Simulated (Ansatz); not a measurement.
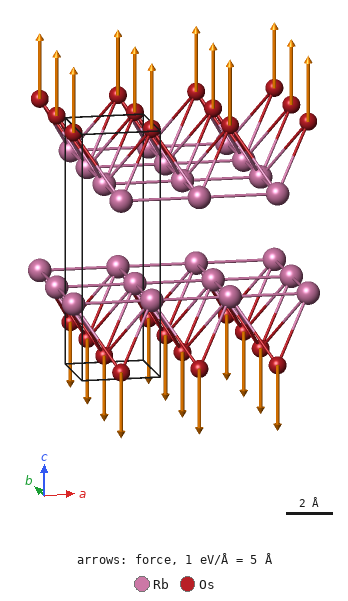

Starting geometry of a crystal of RbOs (a generated structure, set up in P4/nmm) with the computed forces as orange arrows. The picture is a ball-and-stick view of the cell of the calculation, repeated 3 × 3 × 1 with one cell outlined, seen slightly off an axis.

Level of theory: Ansatz 0.2.0, DFT PBE, scalar-relativistic, plane waves, PAW. (plane-wave cutoff 420 eV; k-point mesh 14 × 14 × 4; occupations gaussian; smearing width 0.1 eV; no spin polarisation; cell and atoms relaxed; force threshold 0.01 eV/Å; at most 80 steps)

Q: What follows when this structure is relaxed?

A: It isn't relaxed: the largest force vector, on Os atoms, is 0.59 eV/Å. The atoms end up moving mostly along the starting forces (cosine between the two patterns 1.00). The largest moves relative to the cell, 0.12 Å, are those of Os atoms. By element the largest moves are Os 0.12 Å, Rb 0.01 Å. Cell: a = b 3.480 → 3.520 Å (+1.1 %), c 10.963 → 10.940 Å (−0.2 %). Volume +2.1 %. Some distances before and after: Os–Rb 3.323 → 3.196 Å, Os–Rb 3.697 → 3.794 Å, Rb–Rb 3.480 → 3.520 Å, Os–Os 2.525 → 2.511 Å. The space group stays P4/nmm (No. 129). Over 4 accepted moves (6 points after the start) the energy falls by 0.112 eV per cell of the calculation. The largest force component goes from 0.59 to 0.0049 eV/Å. The pressure goes from 0.16 to 0.01 GPa. The line search rejected the trial step at point 2 of the run. At 1 point the geometry stayed and the basis and grid were re-selected for the new cell (energy shift of 0.3 meV per cell of the calculation at most each time). The run took 120 s on 1 thread of Intel(R) Xeon(R) Platinum 8488C (Sapphire Rapids), with other jobs on the host, peak memory 0.73 GiB.
